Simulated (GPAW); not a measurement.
# A GW chain in GPAW: SnO2 (Cassiterite)

Aim: the G0W0 gap of SnO2 (Cassiterite) on PBE, step by step.

Method: PBE and many-body steps on it, plane waves, in GPAW 26.7.0.

**What was measured.**

- Gap 3.6 eV: experimental gap quoted from earlier work; bulk crystal (quoted in “Study on the Photocatalytic Properties of Flower-Shaped SnO2”, 2022, pmc:9565917).

## 1. The starting structure

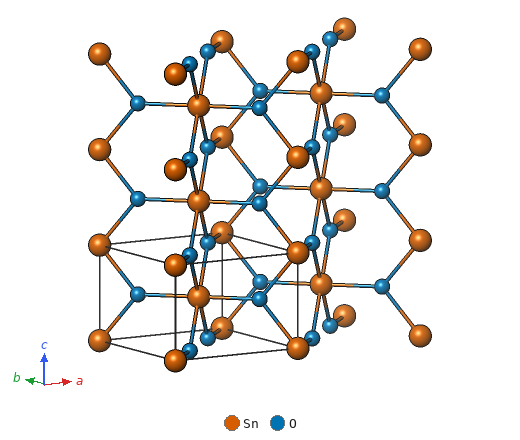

The cell as given, from a free direction (tin orange, oxygen blue). 2×1×3 cells are drawn. Some periodic images of atoms are drawn too.

Coordinates:

```cif
data_structure
_symmetry_space_group_name_H-M 'P4_2/mnm'
_symmetry_Int_Tables_number 136
_cell_length_a 4.7380
_cell_length_b 4.7380
_cell_length_c 3.1865
_cell_angle_alpha 90.000
_cell_angle_beta 90.000
_cell_angle_gamma 90.000
_cell_volume 71.53
loop_
_atom_site_label
_atom_site_type_symbol
_atom_site_symmetry_multiplicity
_atom_site_Wyckoff_symbol
_atom_site_fract_x
_atom_site_fract_y
_atom_site_fract_z
_atom_site_occupancy
Sn1 Sn 2 a 0.00000 0.00000 0.00000 1
O1 O 4 f 0.30710 0.30710 0.00000 1
```

The cell and positions come from the Crystallography Open Database and are kept as given unless a step says otherwise.

## 2. Ground state

This step: GPAW 26.7.0; DFT, PBE, plane waves, PAW.

The ground-state density comes first.

run.py

```python
import json
import numpy as np
from gpaw.mpi import world
from ase import Atoms
from gpaw import GPAW, PW, FermiDirac

atoms = Atoms(['Sn', 'Sn', 'O', 'O', 'O', 'O'],
    cell=[[4.7380000000, 0.0000000000, 0.0000000000],
      [0.0000000000, 4.7380000000, 0.0000000000],
      [0.0000000000, 0.0000000000, 3.1865000000]],
    scaled_positions=[[0.0000000000, 0.0000000000, 0.0000000000],
      [0.5000000000, 0.5000000000, 0.5000000000],
      [0.3071000000, 0.3071000000, 0.0000000000],
      [0.1929000000, 0.8071000000, 0.5000000000],
      [0.6929000000, 0.6929000000, 0.0000000000],
      [0.8071000000, 0.1929000000, 0.5000000000]],
    pbc=(True, True, True))
calc = GPAW(mode=PW(600),
    xc='PBE',
    kpts={'size': (6, 6, 8), 'gamma': True},
    occupations=FermiDirac(0.001),
    nbands=-9,
    convergence={'density': 1e-6, 'bands': -3},
    maxiter=100,
    txt='gs.txt')
atoms.calc = calc
res = {'energy': atoms.get_potential_energy()}
kpts = calc.get_ibz_k_points()
res['kpts'] = kpts
res['eigenvalues'] = [calc.get_eigenvalues(kpt=k) for k in range(len(kpts))]
res['n_electrons'] = calc.get_number_of_electrons()
calc.write('gs.gpw')

if world.rank == 0:
    with open('result.json', 'w') as f:
        json.dump(res, f, default=lambda x: x.tolist())
```

Command:

```sh
> mpirun -n 8 gpaw python run.py
```

Numbers of over 12 decimals in the logs are rounded to 6 here.

The log of the run:

```text
__  _  _
 | _ |_)|_||  |
 |__||  | ||/\| - 26.7.0

Input parameters:
  mode=PW(ecut=600.0),
  convergence={'density': 1e-06, 'bands': -3},
  kpts=MonkhorstPack(size=(6, 6, 8), gamma=True),
  maxiter=100,
  nbands=-9,
  occupations=Occupations(name='fermi-dirac', width=0.001, fixmagmom=False),
  xc=XC(name='PBE')
  [... matrices ...]
Diagonalizing LCAO Hamiltonian
Converting LCAO to pw mode
    .-----------.
   /|           |
  / |           |
 *  | O         |
 |  .---Sn-O----.
 | /       O   /
 |/   O       /
 Sn----------*

Atoms  # Å, Bohr magnetons
|   | symbol |        x |        y |        z |    initial magnetic moments |
| 0 |     Sn | 0.000000 | 0.000000 | 0.000000 | ( 0.0000,  0.0000,  0.0000) |
| 1 |     Sn | 2.369000 | 2.369000 | 1.593250 | ( 0.0000,  0.0000,  0.0000) |
| 2 |      O | 1.455040 | 1.455040 | 0.000000 | ( 0.0000,  0.0000,  0.0000) |
| 3 |      O | 0.913960 | 3.824040 | 1.593250 | ( 0.0000,  0.0000,  0.0000) |
| 4 |      O | 3.282960 | 3.282960 | 0.000000 | ( 0.0000,  0.0000,  0.0000) |
| 5 |      O | 3.824040 | 0.913960 | 1.593250 | ( 0.0000,  0.0000,  0.0000) |

Unit cell  # Å
| periodic |        x |        y |        z |  lengths |    angles |
|      yes | 4.738000 | 0.000000 | 0.000000 | 4.738000 | 90.000000 |
|      yes | 0.000000 | 4.738000 | 0.000000 | 4.738000 | 90.000000 |
|      yes | 0.000000 | 0.000000 | 3.186500 | 3.186500 | 90.000000 |

Number of symmetries: 8
Symmetry operations  # r_c * U_cc + t_c -> r_c
|   | kind |            matrix            |
| 0 |  E   |  1, 0, 0,  0, 1, 0,  0, 0, 1 |
| 1 |  σ   |  1, 0, 0,  0, 1, 0,  0, 0,-1 |
| 2 |  σ   |  0, 1, 0,  1, 0, 0,  0, 0, 1 |
| 3 |  C2  |  0, 1, 0,  1, 0, 0,  0, 0,-1 |
| 4 |  σ   |  0,-1, 0, -1, 0, 0,  0, 0, 1 |
| 5 |  C2  |  0,-1, 0, -1, 0, 0,  0, 0,-1 |
| 6 |  C2  | -1, 0, 0,  0,-1, 0,  0, 0, 1 |
| 7 |  i   | -1, 0, 0,  0,-1, 0,  0, 0,-1 |

BZ-sampling:
  Number of BZ points: 288
  Number of IBZ points: 65

  Monkhorst-Pack size: [6, 6, 8]
  Monkhorst-Pack shift: [0.083333, 0.083333, 0.0625]

K-points  # in reciprocal-cell coordinates
|     |                                coordinates |     weight |
|   0 | (  0.00000000,   0.00000000,   0.00000000) | 0.00347222 |
|   1 | (  0.00000000,   0.00000000,   0.12500000) | 0.00694444 |
|   2 | (  0.00000000,   0.00000000,   0.25000000) | 0.00694444 |
|   3 | (  0.00000000,   0.00000000,   0.37500000) | 0.00694444 |
|   4 | (  0.00000000,   0.00000000,   0.50000000) | 0.00347222 |
|   5 | (  0.16666667,  -0.16666667,   0.00000000) | 0.00694444 |
|   6 | (  0.16666667,  -0.16666667,   0.12500000) | 0.01388889 |
|   7 | (  0.16666667,  -0.16666667,   0.25000000) | 0.01388889 |
|   8 | (  0.16666667,  -0.16666667,   0.37500000) | 0.01388889 |
|   9 | (  0.16666667,  -0.16666667,   0.50000000) | 0.00694444 |
| ... |                                            |            |
|  64 | (  0.50000000,   0.50000000,   0.50000000) | 0.00347222 |

Plane wave coefficients: 2409
Cutoff: 600.0 eV

Spin-components: 1 (collinear spins)
Bands:           35
Projectors:      32
Spin-degeneracy: 2
Datatype:        complex128

  Storage: CPU
  Wave functions: 87_687_600 bytes (10_960_950 per core)
  Projectors: 65_139_360 bytes (8_142_420 per core)
  [... matrices ...]
Parallelization:
  kpt:    8
  domain: 1
  band:   1

Density:
  Valence electrons: 52.0
  Components: 1
  Grid points: [27 27 20]
  Charge: 0.0  # |e|

Potential:
  Grid points: [27 27 20]

species:
  Sn:
    name:    Tin
    Z:       50.0
    valence: 14
    core:    36
    charge:  0.0  # [|e|]
    compensation charges:
      type: gauss
      rc: 0.38  # [Å]
      lmax: 2
    cutoffs:
      filter: 2.23  # [Å]
      core: 2.35  # [Å]
    projectors
    | kind |    occ | energy [eV] | rcut [Å] |
    |   5s |  2.000 |     -10.538 |    1.201 |
    |   5p |  2.000 |      -3.696 |    1.270 |
    |   4d | 10.000 |     -25.845 |    1.185 |
    |    s |        |      16.674 |    1.201 |
    |    p |        |      23.515 |    1.270 |
    |    d |        |       1.367 |    1.185 |

    Using partial waves for Sn as LCAO basis

  O:
    name:    Oxygen
    Z:       8.0
    valence: 6
    core:    2
    charge:  0.0  # [|e|]
    compensation charges:
      type: gauss
      rc: 0.21  # [Å]
      lmax: 2
    cutoffs:
      filter: 1.17  # [Å]
      core: 0.83  # [Å]
    projectors
    | kind |    occ | energy [eV] | rcut [Å] |
    |   2s |  2.000 |     -23.961 |    0.688 |
    |   2p |  4.000 |      -9.029 |    0.598 |
    |    s |        |       3.251 |    0.688 |
    |    p |        |      18.182 |    0.598 |
    |    d |        |       0.000 |    0.619 |

    Using partial waves for O as LCAO basis

Reference energy: -344184.795819  # eV

eigensolver:
  PPCG
  Converge bands: -3
  niter=2

density mixing:
  MSR1-Mixer
  Pratt-step length: 0.05
  Maximum mixing coefficient: 0.75
  Old densities: 10
  SVD Regularization: 0.005
  Good broyden scale: 1.0
  Trust region scale: 1.0
  Backstep threshold: 4.0
  History deletion threshold: 6.0
  Fourier metric: weight=20.0, sigma=0.015

occupation numbers:
  Fermi-Dirac:
    width: 0.0010  # eV

poisson solver:
  ecut: 4800.0  # eV

xc functional:
  name: PBE with 2 nearest neighbor stencil

Initialization done in: 1.517 s

convergence criteria:
- Maximum integral of absolute [dens]ity change: 1e-06 electrons / valence electron
- Maximum [total energy] change in last 3 cyles: 0.0005 eV / valence electron
- Maximum integral of absolute [eigenst]ate change: 4e-08 eV^2 / valence electron
maximum number of iterations: 100

SCF iterations
|iter     |     time |      energy | eigst |  dens |
|iter:   1|  |  -44.256833 | +0.60 |       |
|iter:   2|  |  -42.711295 | -0.96 | -0.87 |
|iter:   3|  |  -38.435470 | -0.29 | -0.93 |
|iter:   4|  |  -38.430826 | -2.24 | -1.50 |
|iter:   5|  |  -38.442169c| -2.76 | -1.81 |
|iter:   6|  |  -38.442640c| -3.34 | -2.89 |
|iter:   7|  |  -38.442732c| -3.44 | -3.32 |
|iter:   8|  |  -38.442722c| -3.72 | -3.85 |
|iter:   9|  |  -38.442723c| -4.50 | -4.33 |
|iter:  10|  |  -38.442723c| -5.00 | -4.95 |
|iter:  11|  |  -38.442723c| -5.19 | -5.35 |
|iter:  12|  |  -38.442723c| -5.16 | -6.33c|
|iter:  13|  |  -38.442723c| -5.41 | -6.73c|
|iter:  14|  |  -38.442723c| -5.48 | -7.37c|
|iter:  15|  |  -38.442723c| -5.70 | -7.79c|
|iter:  16|  |  -38.442723c| -5.65 | -8.17c|
|iter:  17|  |  -38.442723c| -4.42 | -8.71c|
|iter:  18|  |  -38.442723c| -4.59 | -8.88c|
|iter:  19|  |  -38.442723c| -4.67 | -9.55c|
|iter:  20|  |  -38.442723c| -4.99 | -9.52c|
|iter:  21|  |  -38.442723c| -5.24 |-10.04c|
|iter:  22|  |  -38.442723c| -5.68 |-10.10c|
|iter:  23|  |  -38.442723c| -5.83 |-10.22c|
|iter:  24|  |  -38.442723c| -6.25 |-10.64c|
|iter:  25|  |  -38.442723c| -6.67 |-10.55c|
|iter:  26|  |  -38.442723c| -6.91 |-10.68c|
|iter:  27|  |  -38.442723c| -7.35 |-10.92c|
|iter:  28|  |  -38.442723c| -7.67c|-11.50c|

Converged in 28 steps
SCF loop duration: 21.698 s (0.775 s/step)
Energy contributions relative to reference atoms: (reference = -344184.795819)
  [... matrices ...]
Energy contributions:
  Kinetic:          78.601764
  Coulomb:         -68.646726
  Zero:             -0.070256
  External:          0.000000
  Xc:              -48.327505
  Entropy:          -0.000000
  Spinorbit:         0.000000
  ----------------------------
  Free energy:     -38.442723
  Extrapolated:    -38.442723

dipole moment: (-15.483176, -15.483176, -28.293226)  # |e|*Ang

Fermi level: 6.123
Eigenvalues  # (at kpt = [0.000, 0.000, 0.000])
| band index |      eig [eV] | occ [0-2] |
|          0 |       -15.026 |     2.000 |
|        ... |               |           |
|         18 |         2.981 |     2.000 |
|         19 |         4.031 |     2.000 |
|         20 |         4.160 |     2.000 |
|         21 |         4.865 |     2.000 |
|         22 |         4.865 |     2.000 |
|         23 |         5.303 |     2.000 |
|         24 |         5.303 |     2.000 |
|         25 |         6.074 |     2.000 |
|         26 |         7.386 |     0.000 |
[...]
|         30 |        16.589 |     0.000 |
|         31 |        16.719 |     0.000 |
|         32 |        18.211 |     0.000 |
|         33 |        18.746 |     0.000 |
|         34 |        21.419 |     0.000 |

Gap: 1.311 eV
Transition (v -> c):
  (s=0, k=0, n=25, [0.00, 0.00, 0.00]) -> (s=0, k=0, n=26, [0.00, 0.00, 0.00])
No difference between direct/indirect transitions
# Writing to gs.gpw (mode='')
  [... matrices ...]
```

Elapsed: 25 s, on 8 MPI ranks of Arm Neoverse V2, shared host; peak memory 1.5 GiB; 3.3 min of CPU time.

This step gave:

```yaml
total_energy: -38.44 eV
gap: 1.311 eV
k_of_the_valence_top: 0, 0, 0
k_of_the_conduction_bottom: 0, 0, 0
least_direct_gap: 1.311 eV
```

The gap is direct, at Γ.

## 3. Bands along the symmetry lines

Levels along a band path, at the cheap level, show where the edges lie and whether the meshes to come will hold them.

run.py

```python
import json
import numpy as np
from gpaw.mpi import world
from gpaw import GPAW

path = [[0.000000, 0.000000, 0.000000],
    [0.000000, 0.062500, 0.000000],
    [0.000000, 0.125000, 0.000000],
    [0.000000, 0.187500, 0.000000],
    [0.000000, 0.250000, 0.000000],
    [0.000000, 0.312500, 0.000000],
    [0.000000, 0.375000, 0.000000],
    [0.000000, 0.437500, 0.000000],
    [0.000000, 0.500000, 0.000000],
    [0.062500, 0.500000, 0.000000],
    [0.125000, 0.500000, 0.000000],
    [0.187500, 0.500000, 0.000000],
    [0.250000, 0.500000, 0.000000],
    [0.312500, 0.500000, 0.000000],
    [0.375000, 0.500000, 0.000000],
    [0.437500, 0.500000, 0.000000],
    [0.500000, 0.500000, 0.000000],
    [0.437500, 0.437500, 0.000000],
    [0.375000, 0.375000, 0.000000],
    [0.312500, 0.312500, 0.000000],
    [0.250000, 0.250000, 0.000000],
    [0.187500, 0.187500, 0.000000],
    [0.125000, 0.125000, 0.000000],
    [0.062500, 0.062500, 0.000000],
    [0.000000, 0.000000, 0.000000],
    [0.000000, 0.000000, 0.062500],
    [0.000000, 0.000000, 0.125000],
    [0.000000, 0.000000, 0.187500],
    [0.000000, 0.000000, 0.250000],
    [0.000000, 0.000000, 0.312500],
    [0.000000, 0.000000, 0.375000],
    [0.000000, 0.000000, 0.437500],
    [0.000000, 0.000000, 0.500000],
    [0.000000, 0.062500, 0.500000],
    [0.000000, 0.125000, 0.500000],
    [0.000000, 0.187500, 0.500000],
    [0.000000, 0.250000, 0.500000],
    [0.000000, 0.312500, 0.500000],
    [0.000000, 0.375000, 0.500000],
    [0.000000, 0.437500, 0.500000],
    [0.000000, 0.500000, 0.500000],
    [0.062500, 0.500000, 0.500000],
    [0.125000, 0.500000, 0.500000],
    [0.187500, 0.500000, 0.500000],
    [0.250000, 0.500000, 0.500000],
    [0.312500, 0.500000, 0.500000],
    [0.375000, 0.500000, 0.500000],
    [0.437500, 0.500000, 0.500000],
    [0.500000, 0.500000, 0.500000],
    [0.437500, 0.437500, 0.500000],
    [0.375000, 0.375000, 0.500000],
    [0.312500, 0.312500, 0.500000],
    [0.250000, 0.250000, 0.500000],
    [0.187500, 0.187500, 0.500000],
    [0.125000, 0.125000, 0.500000],
    [0.062500, 0.062500, 0.500000],
    [0.000000, 0.000000, 0.500000],
    [0.000000, 0.500000, 0.000000],
    [0.000000, 0.500000, 0.062500],
    [0.000000, 0.500000, 0.125000],
    [0.000000, 0.500000, 0.187500],
    [0.000000, 0.500000, 0.250000],
    [0.000000, 0.500000, 0.312500],
    [0.000000, 0.500000, 0.375000],
    [0.000000, 0.500000, 0.437500],
    [0.000000, 0.500000, 0.500000],
    [0.500000, 0.500000, 0.000000],
    [0.500000, 0.500000, 0.062500],
    [0.500000, 0.500000, 0.125000],
    [0.500000, 0.500000, 0.187500],
    [0.500000, 0.500000, 0.250000],
    [0.500000, 0.500000, 0.312500],
    [0.500000, 0.500000, 0.375000],
    [0.500000, 0.500000, 0.437500],
    [0.500000, 0.500000, 0.500000]]
calc = GPAW('gs.gpw').fixed_density(kpts=path,
    symmetry='off',
    nbands=36,
    convergence={'bands': 32},
    txt='bands.txt')
res = {}
kpts = calc.get_ibz_k_points()
res['kpts'] = kpts
res['eigenvalues'] = [calc.get_eigenvalues(kpt=k) for k in range(len(kpts))]
res['n_electrons'] = calc.get_number_of_electrons()

if world.rank == 0:
    with open('result.json', 'w') as f:
        json.dump(res, f, default=lambda x: x.tolist())
```

Command:

```sh
> mpirun -n 8 gpaw python run.py
```

The log of the run:

```text
Diagonalizing LCAO Hamiltonian
Converting LCAO to pw mode
convergence criteria:
- Maximum integral of absolute [eigenst]ate change: 4e-08 eV^2 / valence electron
maximum number of iterations: 100

SCF iterations
|iter     |     time |      energy | eigst |  dens |
|iter:   1|  |             | +0.87 |       |
|iter:   2|  |             | -0.82 |       |
|iter:   3|  |             | -1.70 |       |
[...]
|iter:  19|  |             | -7.23 |       |
|iter:  20|  |             | -7.38 |       |
|iter:  21|  |             | -7.62c|       |
SCF steps: 21
  __  _  _
 | _ |_)|_||  |
 |__||  | ||/\| - 26.7.0

Input parameters:
  mode=PW(ecut=600.0),
  convergence={'bands': 32},
  gpts=array([27, 27, 20]),
  kpts=KPoints(kpts=array([[0.    , 0.    , 0.    ],
         [0.    , 0.0625, 0.    ],
         [0.    , 0.125 , 0.    ],
         [0.    , 0.1875, 0.    ],
         [0.    , 0.25  , 0.    ],
         [0.    , 0.3125, 0.    ],
         [0.    , 0.375 , 0.    ],
[...]
[0.0625, 0.5   , 0.    ],
[...]
[0.1875, 0.5   , 0.    ],
[...]
[0.3125, 0.5   , 0.    ],
[...]
[0.4375, 0.4375, 0.    ],
[...]
[0.3125, 0.3125, 0.    ],
[...]
[0.1875, 0.1875, 0.    ],
[...]
[0.    , 0.    , 0.0625],
[...]
[0.    , 0.    , 0.1875],
[...]
[0.    , 0.    , 0.3125],
[...]
[0.    , 0.3125, 0.5   ],
[...]
[0.    , 0.4375, 0.5   ],
[...]
[0.3125, 0.5   , 0.5   ],
[...]
[0.4375, 0.5   , 0.5   ],
[...]
[0.1875, 0.1875, 0.5   ],
[...]
[0.0625, 0.0625, 0.5   ],
[...]
[0.5   , 0.5   , 0.25  ],
         [0.5   , 0.5   , 0.3125],
         [0.5   , 0.5   , 0.375 ],
         [0.5   , 0.5   , 0.4375],
         [0.5   , 0.5   , 0.5   ]])),
  maxiter=100,
  nbands=36,
  occupations=Occupations(name='fermi-dirac', width=0.001, fixmagmom=False),
  parallel={},
  symmetry=Symmetry(point_group=False, time_reversal=False),
  xc=XC(name='PBE')
```

Run time: 21 s. Hardware: 8 MPI ranks; peak memory 1.6 GiB.

This step gave:

| Property | Result |
| --- | --- |
| gap | 1.311 eV |
| k of the valence top | 0, 0, 0 |
| k of the conduction bottom | 0, 0, 0 |
| least direct gap | 1.311 eV |

The gap is 1.311 eV, as in the run before at this level.

The electronic bands at the labelled points (eV, zero at the top of the highest filled band):

```csv
point,band 23,band 24,band 25,band 26,band 27,band 28,band 29,band 30
Γ,-1.21,-0.77,-0.77,0.00,1.31,6.18,6.37,6.37
X,-1.17,-1.17,-0.63,-0.63,4.47,4.47,7.11,7.12
M,-1.29,-1.29,-0.89,-0.89,4.87,4.87,7.55,7.55
Γ,-1.21,-0.77,-0.77,0.00,1.31,6.18,6.37,6.37
Z,-1.65,-1.65,-1.25,-1.25,6.26,6.26,9.81,9.81
R,-1.10,-1.10,-0.68,-0.68,6.53,6.53,8.10,8.10
A,-0.97,-0.97,-0.83,-0.83,4.96,4.96,8.91,8.91
Z,-1.65,-1.65,-1.25,-1.25,6.26,6.26,9.81,9.81
jump to X,-1.17,-1.17,-0.63,-0.63,4.47,4.47,7.11,7.12
R,-1.10,-1.10,-0.68,-0.68,6.53,6.53,8.10,8.10
jump to M,-1.29,-1.29,-0.89,-0.89,4.87,4.87,7.55,7.55
A,-0.97,-0.97,-0.83,-0.83,4.96,4.96,8.91,8.91
```

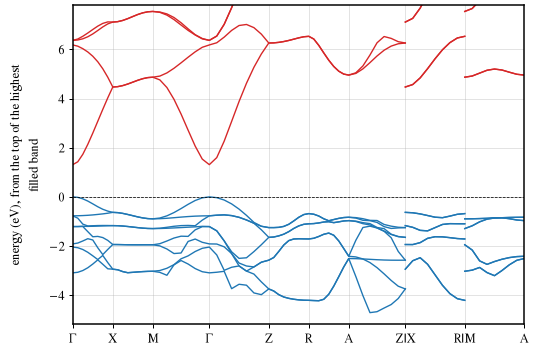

Electronic bands along the path; lines of filled and empty bands in two colours.

## 4. Empty states on the mesh, 4×4×6 mesh, 469 bands

The sums over transitions need many empty states on a uniform mesh; this step solves for them.

run.py

```python
import json
import numpy as np
from gpaw.mpi import world
from gpaw import GPAW

calc = GPAW('gs.gpw').fixed_density(kpts={'size': (4, 4, 6), 'gamma': True},
    parallel={'domain': 1, 'band': 1},
    txt='nscf.txt')
calc.diagonalize_full_hamiltonian(nbands=469)
calc.write('full.gpw', mode='all')
res = {}
kpts = calc.get_ibz_k_points()
res['kpts'] = kpts
res['eigenvalues'] = [calc.get_eigenvalues(kpt=k) for k in range(len(kpts))]
res['n_electrons'] = calc.get_number_of_electrons()

if world.rank == 0:
    with open('result.json', 'w') as f:
        json.dump(res, f, default=lambda x: x.tolist())
```

Command:

```sh
> mpirun -n 8 gpaw python run.py
```

The log of the run:

```text
Diagonalizing LCAO Hamiltonian
Converting LCAO to pw mode
convergence criteria:
- Maximum integral of absolute [eigenst]ate change: 4e-08 eV^2 / valence electron
maximum number of iterations: 100

SCF iterations
|iter     |     time |      energy | eigst |  dens |
|iter:   1|  |             | +0.84 |       |
|iter:   2|  |             | -0.92 |       |
|iter:   3|  |             | -1.82 |       |
[...]
|iter:  30|  |             | -7.25 |       |
|iter:  31|  |             | -7.28 |       |
|iter:  32|  |             | -7.56c|       |
SCF steps: 32
  __  _  _
 | _ |_)|_||  |
 |__||  | ||/\| - 26.7.0

Input parameters:
  mode=PW(ecut=600.0),
  convergence={'density': 1e-06, 'bands': -3},
  gpts=array([27, 27, 20]),
  kpts=MonkhorstPack(size=(4, 4, 6), gamma=True),
  maxiter=100,
  nbands=35,
  occupations=Occupations(name='fermi-dirac', width=0.001, fixmagmom=False),
  parallel={'domain': 1, 'band': 1},
  xc=XC(name='PBE')
Matrix size: 2409x2409
# Writing to full.gpw (mode='all')
  [... matrices ...]

timing:  # [seconds]
  Total: 47.787  # ━━━━━━━━━━━━━━━━━━━━━━━━━━━━━━━━━━━━━━━━━━━━━━━━━━━━━━━━━━
```

Wall time 60 s (8 MPI ranks); peak memory 5.3 GiB.

This step gave:

* gap: 1.311 eV
* k of the valence top: 0, 0, 0
* k of the conduction bottom: 0, 0, 0
* least direct gap: 1.311 eV
* k points computed: 28
* lowest point of the top converged band, above the valence top: 181.6619 eV

On this mesh the gap is 1.311 eV.

(Part 1 of 2 ends here.)

[Paths, hosts, dates, memory and timing lines, banners, echoed tables and standing remarks are left out of the program output.]

[Logs are printed without paths, hosts, clocks, repeated set-up lines and the standing remarks that a program may print on its own settings, such as how far it seeks lower states.]

[Runs of the session that timed out or met a known fault of the program may be left out.]

[Hosts, paths, dates, database ids (printed as entryN), source tags and the programs' standing remarks are cut or masked in the printed files.]
